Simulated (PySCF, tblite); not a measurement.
# C5H10OSi+ (doublet): geometry, infrared bands and EPR parameters

What infrared bands and EPR parameters should C5H10OSi+ (doublet) (`C[C@H]1[CH+][CH]C[SiH2]O1`) show?

The runs use tblite 0.8.0 and PySCF 2.14.0, with density-fitted response routines of our own; the level of theory stands in each step. All values are computed, except where a source is named. Atoms are numbered from 0 throughout.

## (1) The starting structure

17 atoms, charge 1, multiplicity 2; geometry from: force field or distance geometry start.

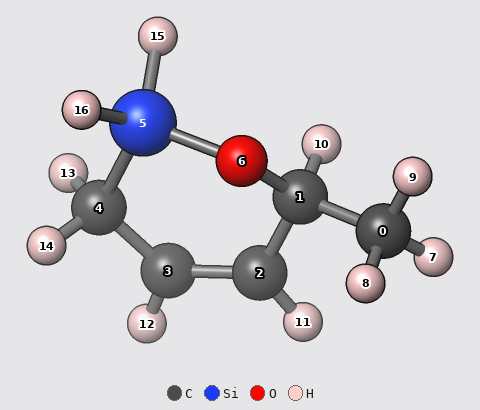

As it starts; carbon dark grey, silicon blue, oxygen red, hydrogen pink, atoms numbered; sticks join atoms by distance.

## (2) Optimising the geometry with GFN2-xTB

What the job is given:

```
{"job": {"kind": "relax", "xc": "GFN2-xTB", "basis": "xTB"}, "charge": 1, "multiplicity": 2}
C      2.461300     0.030500     0.241600
C      0.992700     0.190100    -0.206300
C      0.326900    -1.169600    -0.227600
C     -1.118500    -1.327200    -0.212700
C     -2.065200    -0.237000     0.197400
Si    -1.244100     1.416500     0.505400
O      0.388900     1.105900     0.714500
H      3.017800    -0.618700    -0.427900
H      2.523300    -0.375700     1.259900
H      2.944300     1.009200     0.267100
H      0.990400     0.617500    -1.207900
H      0.899000    -2.033700    -0.531800
H     -1.522200    -2.328400    -0.367400
H     -2.820200    -0.121800    -0.592700
H     -2.588800    -0.539300     1.103700
H     -1.398000     2.306000    -0.659800
H     -1.794500     2.087900     1.714600
```

Run with:

```bash
$ OMP_NUM_THREADS=1 python probes_run.py task.json out
```

This one command runs all jobs of the session in turn.

Log:

```text
step      E/eV     max force
  0    -574.66710    4.081
  1    -575.17625    1.433
  2    -575.30451    2.206
  3    -575.36660    0.527
  4    -575.40011    0.575
  5    -575.43394    0.446
  6    -575.44987    0.331
  7    -575.46589    0.275
  8    -575.47278    0.258
  9    -575.47897    0.216
 10    -575.48579    0.207
 11    -575.49467    0.258
 12    -575.50365    0.221
 13    -575.51146    0.193
 14    -575.51801    0.187
 15    -575.52421    0.273
 16    -575.52947    0.236
 17    -575.53356    0.156
 18    -575.53729    0.147
 19    -575.54131    0.209
 20    -575.54581    0.220
 21    -575.55055    0.167
 22    -575.55518    0.147
 23    -575.55983    0.167
 24    -575.56450    0.186
 25    -575.56877    0.154
 26    -575.57276    0.193
 27    -575.57694    0.168
 28    -575.58159    0.174
 29    -575.58669    0.161
 30    -575.59177    0.166
 31    -575.59606    0.167
 32    -575.59954    0.146
 33    -575.60298    0.154
 34    -575.60682    0.162
 35    -575.61138    0.180
 36    -575.61692    0.217
 37    -575.62304    0.288
 38    -575.62952    0.353
 39    -575.63896    0.281
 40    -575.64877    0.237
 41    -575.65450    0.191
 42    -575.66242    0.277
 43    -575.66940    0.245
 44    -575.67763    0.258
 45    -575.68788    0.229
 46    -575.69727    0.175
 47    -575.70167    0.225
 48    -575.70688    0.200
 49    -575.71161    0.207
 50    -575.71869    0.211
 51    -575.72467    0.195
 52    -575.72936    0.150
 53    -575.73267    0.161
 54    -575.73622    0.174
 55    -575.73982    0.257
 56    -575.74423    0.191
 57    -575.74835    0.143
 58    -575.75154    0.131
 59    -575.75313    0.122
 60    -575.75492    0.113
 61    -575.75650    0.093
 62    -575.75846    0.129
 63    -575.76043    0.164
 64    -575.76225    0.122
 65    -575.76364    0.094
 66    -575.76459    0.120
 67    -575.76553    0.092
 68    -575.76613    0.057
 69    -575.76662    0.054
 70    -575.76699    0.049
 71    -575.76750    0.061
 72    -575.76785    0.045
 73    -575.76814    0.036
 74    -575.76841    0.045
 75    -575.76876    0.049
 76    -575.76918    0.045
 77    -575.76963    0.047
 78    -575.77003    0.049
 79    -575.77036    0.039
 80    -575.77065    0.045
 81    -575.77095    0.040
 82    -575.77129    0.048
 83    -575.77163    0.052
 84    -575.77184    0.034
 85    -575.77195    0.021
 86    -575.77201    0.017
 87    -575.77209    0.024
 88    -575.77220    0.035
 89    -575.77234    0.038
 90    -575.77249    0.029
 91    -575.77263    0.033
 92    -575.77279    0.034
 93    -575.77298    0.038
 94    -575.77317    0.042
 95    -575.77336    0.032
 96    -575.77356    0.039
 97    -575.77376    0.040
 98    -575.77392    0.027
 99    -575.77402    0.019
100    -575.77408    0.014
101    -575.77413    0.017
102    -575.77420    0.018
103    -575.77426    0.016
104    -575.77430    0.012
105    -575.77431    0.013
106    -575.77433    0.011
107    -575.77435    0.010
```

It took 0.45 s on 1 thread of AMD EPYC 9R45, shared host.

The steps of the relaxation: (not every step is listed)

| step | energy from step 0 (eV) | largest force (eV/Å) |
| --- | --- | --- |
| 0 | 0.0000 | 4.0813 |
| 1 | -0.5091 | 1.4331 |
| 2 | -0.6374 | 2.2058 |
| 3 | -0.6995 | 0.5270 |
| 4 | -0.7330 | 0.5748 |
| 5 | -0.7668 | 0.4456 |
| 6 | -0.7828 | 0.3313 |
| 7 | -0.7988 | 0.2751 |
| 8 | -0.8057 | 0.2576 |
| 17 | -0.8665 | 0.1558 |
| 26 | -0.9057 | 0.1934 |
| 35 | -0.9443 | 0.1801 |
| 44 | -1.0105 | 0.2582 |
| 53 | -1.0656 | 0.1609 |
| 62 | -1.0914 | 0.1292 |
| 71 | -1.1004 | 0.0612 |
| 80 | -1.1036 | 0.0448 |
| 89 | -1.1052 | 0.0380 |
| 98 | -1.1068 | 0.0272 |
| 102 | -1.1071 | 0.0181 |
| 103 | -1.1072 | 0.0165 |
| 104 | -1.1072 | 0.0122 |
| 105 | -1.1072 | 0.0128 |
| 106 | -1.1072 | 0.0109 |
| 107 | -1.1073 | 0.0098 |

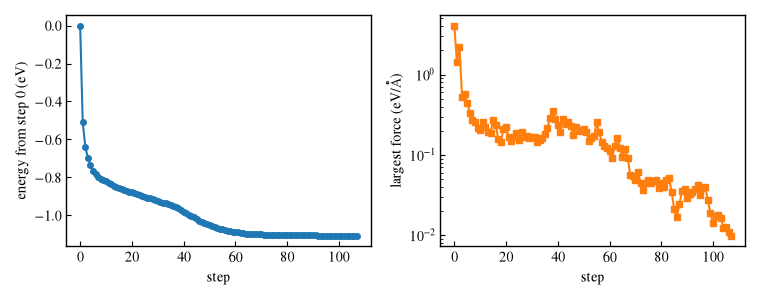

Energy and force, step by step.

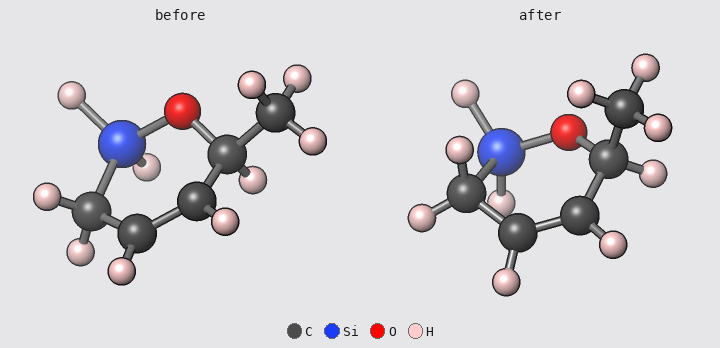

Before and after, at one scale.

Close pairs (by a distance rule), those that changed most:

| bond | before (Å) | after (Å) | change (Å) |
| --- | --- | --- | --- |
| C4–Si5 | 1.872 | 2.061 | +0.189 |
| C2–C3 | 1.454 | 1.353 | -0.101 |
| Si5–O6 | 1.675 | 1.600 | -0.075 |
| C3–C4 | 1.501 | 1.434 | -0.067 |
| Si5–H16 | 1.489 | 1.448 | -0.040 |
| C1–O6 | 1.432 | 1.405 | -0.028 |
| C1–C2 | 1.514 | 1.492 | -0.022 |
| Si5–H15 | 1.474 | 1.456 | -0.018 |

The end geometry stands in the next job.

## (3) Infrared spectrum with GFN2-xTB

What the job is given:

```
{"job": {"kind": "ir", "xc": "GFN2-xTB", "basis": "xTB"}, "charge": 1, "multiplicity": 2}
C      2.123600    -0.122239     0.628228
C      1.071737     0.243146    -0.433259
C      0.264246    -0.974416    -0.736165
C     -1.030467    -1.143416    -0.380284
C     -1.741471    -0.394811     0.614235
Si    -1.278512     1.566512     0.182060
O      0.294344     1.322147     0.018860
H      2.780979    -0.902697     0.257957
H      1.640636    -0.459801     1.541084
H      2.715665     0.763412     0.845739
H      1.590317     0.566863    -1.346007
H      0.774775    -1.716449    -1.332804
H     -1.604087    -1.876383    -0.941550
H     -2.808882    -0.570210     0.638710
H     -1.305970    -0.440112     1.608127
H     -2.032793     1.871883    -1.025080
H     -1.461116     2.278600     1.430075
```

Log:

```text
mode    cm-1     km/mol
  1      68.0      5.79
  2     118.8      4.41
  3     182.3      1.08
  4     235.6      1.93
  5     277.1     45.24
  6     344.8     10.10
  7     390.6     12.66
  8     414.8     10.36
  9     431.4     48.73
 10     515.3     21.30
 11     543.8     46.43
 12     629.8     64.58
 13     656.8     33.76
 14     734.4    110.26
 15     758.9     60.08
 16     776.0     36.50
 17     781.1     19.05
 18     863.2     19.05
 19     894.2      9.43
 20     986.6      8.96
 21    1008.9     52.90
 22    1038.9     15.94
 23    1043.2      2.96
 24    1072.8     18.45
 25    1078.4     49.36
 26    1167.0    133.24
 27    1197.9      2.73
 28    1210.1      4.32
 29    1275.5      7.59
 30    1287.0      2.04
 31    1376.1      9.66
 32    1417.0      8.55
 33    1445.4     27.75
 34    1452.4      6.84
 35    1515.8     17.26
 36    2330.5    120.85
 37    2391.3     89.95
 38    2886.3      1.24
 39    2994.0     23.12
 40    3009.0      7.37
 41    3043.7      8.52
 42    3057.8      5.52
 43    3066.9      1.66
 44    3079.1      1.79
 45    3081.8      9.46
```

Wall time 0.34 s (1 thread of AMD EPYC 9R45, shared host).

Which atoms move in the most intense modes:

| cm⁻¹ | km/mol | atoms |
| --- | --- | --- |
| 630 | 64.6 | H15 24 %, H16 12 %, H13 12 % |
| 734 | 110.3 | H15 28 %, H16 21 %, O6 18 % |
| 759 | 60.1 | H16 23 %, H15 17 %, Si5 12 %, O6 12 % |
| 1009 | 52.9 | H14 24 %, C4 15 %, H13 13 %, C1 12 % |
| 1078 | 49.4 | H13 35 %, C1 11 % |
| 1167 | 133.2 | C1 28 %, O6 25 %, C4 10 % |
| 2330 | 120.8 | H15 96 % |
| 2391 | 90.0 | H16 96 % |

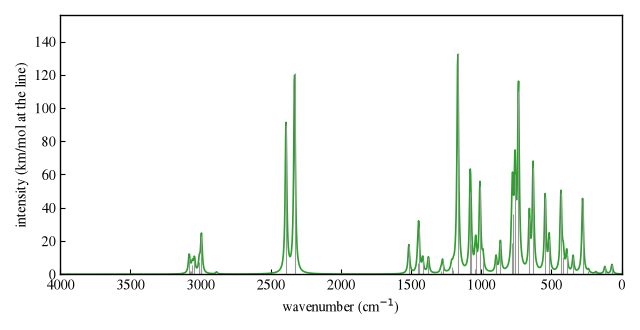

The infrared spectrum from these modes, unscaled. Lines are broadened to a width of 14 cm⁻¹ (Lorentzian).

## (4) g tensor and hyperfine couplings: B3LYP/pcH-1

Settings changed since step 3:

```diff
@@ -1,2 +1,2 @@
-{"job": {"kind": "ir", "xc": "GFN2-xTB", "basis": "xTB"}, "charge": 1, "multiplicity": 2}
+{"job": {"kind": "epr", "basis": "pcH-1"}, "charge": 1, "multiplicity": 2}
 C      2.123600    -0.122239     0.628228
```

Level: UKS B3LYP, pcH-1 on C H O Si, non-relativistic, mean-field spin-orbit, GIAO.

Log:

```text
UKS, coarse grid
  cycle   1  E = -560.89061632  |g| = 5.59e-01
  cycle   2  E = -560.40032124  |g| = 1.19e+00
  cycle   3  E = -560.97650333  |g| = 2.18e-01
  cycle   4  E = -560.99802497  |g| = 5.87e-02
  cycle   5  E = -560.99943860  |g| = 2.41e-02
  cycle   6  E = -560.99969909  |g| = 8.02e-03
  cycle   7  E = -560.99973896  |g| = 2.86e-03
  cycle   8  E = -560.99974593  |g| = 1.13e-03
  cycle   9  E = -560.99974683  |g| = 4.31e-04
UKS, final grid
  cycle   1  E = -560.99973065  |g| = 5.64e-04
  cycle   2  E = -560.99973041  |g| = 9.26e-04
  cycle   3  E = -560.99973084  |g| = 9.77e-05
  cycle   4  E = -560.99973084  |g| = 4.77e-05
  cycle   5  E = -560.99973085  |g| = 1.96e-05
E = -560.99973085 Eh   <S^2> = 0.7555 (exact 0.7500)
g shifts (ppm)      1          2          3
  rmc          -155       -155       -155
  gc             21          5         35
  oz_so         366       1156       2522
  total         232       1006       2402
hyperfine (MHz)  atom isotope    a_iso     a_fc   dipolar eigenvalues
    0   13C      31.97      31.96     -5.89     -5.65     11.54
    1   13C     -16.24     -16.26     -4.57     -4.19      8.76
    2   13C      30.94      31.00    -39.80    -38.27     78.07
    3   13C     -14.82     -14.82    -18.87    -10.57     29.43
    4   13C       7.33       7.33    -22.92    -21.03     43.95
    5  29Si      -2.31      -2.35    -33.60     16.40     17.20
    6   17O      -7.45      -7.37    -10.94      5.00      5.94
    7    1H      -2.89      -2.89     -4.06     -1.52      5.58
    8    1H      -3.43      -3.43     -4.20     -0.69      4.89
    9    1H      34.19      34.19     -3.29     -1.07      4.36
   10    1H      17.25      17.25     -3.62     -3.18      6.80
   11    1H      -9.52      -9.52    -18.07     -4.97     23.04
   12    1H      54.80      54.79     -8.36     -6.42     14.79
   13    1H     -10.88     -10.88    -10.80     -2.13     12.93
   14    1H      54.35      54.34     -9.10     -5.49     14.59
   15    1H       8.02       8.02     -2.27     -1.54      3.81
   16    1H      43.60      43.60     -2.76     -0.73      3.49
```

It took 44 s on 1 thread of AMD EPYC 9R45, shared host; peak memory 1 GiB.

Principal g values 2.00255, 2.00333, 2.00472; g(iso) = 2.00353, against 2.00232 for a free electron.

Hyperfine couplings; where a row names several nuclei, a(iso) is their mean (it holds for fast rotation or exchange) and the dipolar term the largest among them:

| nuclei | isotope | a(iso) (MHz) | a(iso) (G, at g = 2.0023) | largest dipolar term (MHz) |
| --- | --- | --- | --- | --- |
| H12 | 1H | 54.8 | 19.6 | 14.8 |
| H14 | 1H | 54.3 | 19.4 | 14.6 |
| H16 | 1H | 43.6 | 15.6 | 3.5 |
| C0 | 13C | 32.0 | 11.4 | 11.5 |
| C2 | 13C | 30.9 | 11.0 | 78.1 |
| H10 | 1H | 17.3 | 6.2 | 6.8 |
| C1 | 13C | -16.2 | -5.8 | 8.8 |
| C3 | 13C | -14.8 | -5.3 | 29.4 |
| H13 | 1H | -10.9 | -3.9 | 12.9 |
| H11 | 1H | -9.5 | -3.4 | 23.0 |
| H7, H8, H9 | 1H | 9.3 | 3.3 | 5.6 |
| H15 | 1H | 8.0 | 2.9 | 3.8 |
| O6 | 17O | -7.5 | -2.7 | -10.9 |
| C4 | 13C | 7.3 | 2.6 | 43.9 |

Mulliken spin populations:

C0 0.04; C1 -0.02; C2 0.47; C3 0.10; C4 0.23; Si5 0.09; O6 0.03; H7 0.00; H8 0.00; H9 0.02; H10 0.01; H11 -0.01; H12 0.02; H13 -0.01; H14 0.02; H15 0.00; H16 0.02

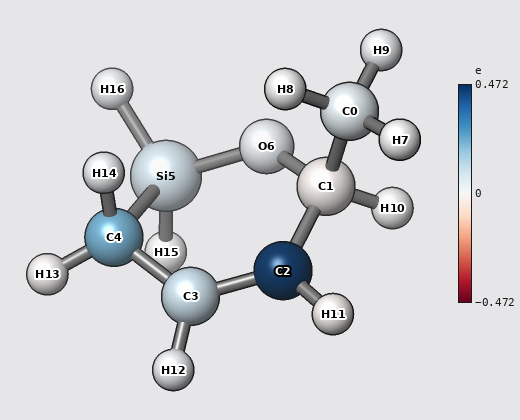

Mulliken spin populations, as colours on the atoms.

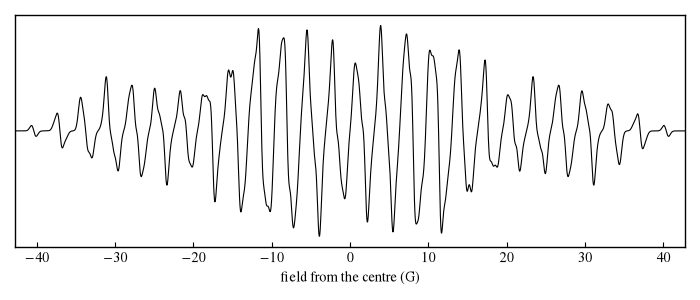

First-order isotropic spectrum (first derivative, main isotopes with spin only, couplings over 0.8 MHz, Gaussian width 0.3 G; couplings of the frozen geometry, rotation of groups not averaged beyond the rows shown).

Orbitals, density, ELF and potential are computed afterwards from the orbital file.

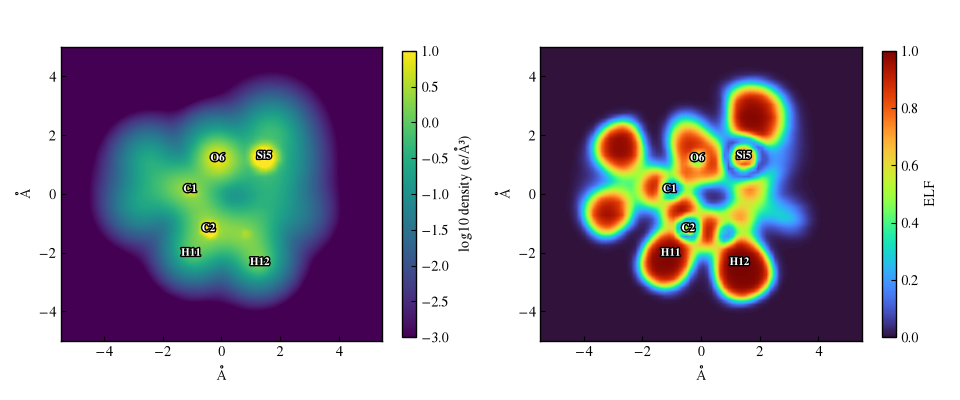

Density (left) and ELF (right) in a plane through or near 6 of the atoms.

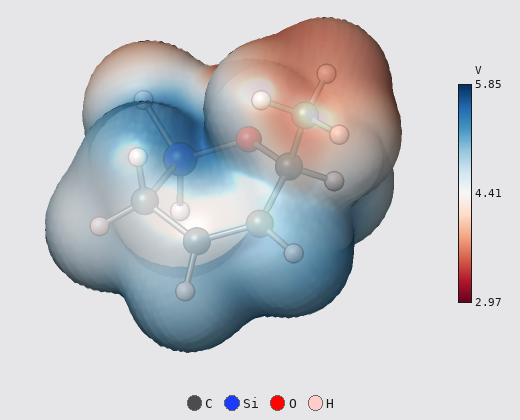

Electrostatic potential on the surface of density 0.002 e/bohr³; red is low, blue high. It runs from 2.97 V near O6 to 5.85 V near Si5.

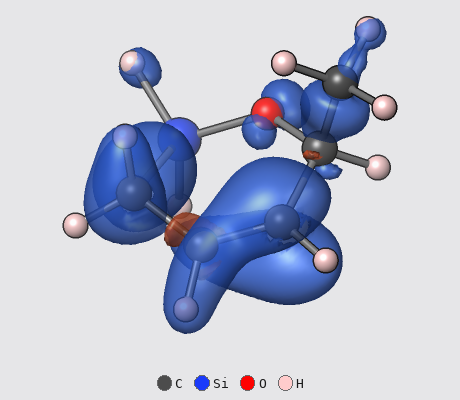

Spin density at ±0.02 e/Å³ (alpha excess blue, beta excess red).

## (5) Outcome

```
                                 quantity                  value
strongest single infrared mode (GFN2-xTB)  1167 cm⁻¹, 133 km/mol
             zero-point energy (GFN2-xTB)          83.1 kcal/mol
                           g(iso) (B3LYP)                2.00353
                                     ⟨S²⟩     0.756 (exact 0.75)
       largest a(iso) (averaged by class)    1H on H12, 54.8 MHz
```

In words: The optimisation took 107 steps and gained 1.107 eV; among the close pairs (by a distance rule), C4–Si5 changed most, from 1.872 to 2.061 Å. No mode is imaginary among the 45: a minimum at this level. The strongest single mode, at 1167 cm⁻¹, is spread over many atoms; the largest shares are those of C1, O6. Unscaled tight-binding wavenumbers are off by several per cent, some by more. Its intensities can rank the bands wrongly. C2 carries the largest spin population, 0.47 e. The isotropic g lies 1.2 ppt above the free-electron value.
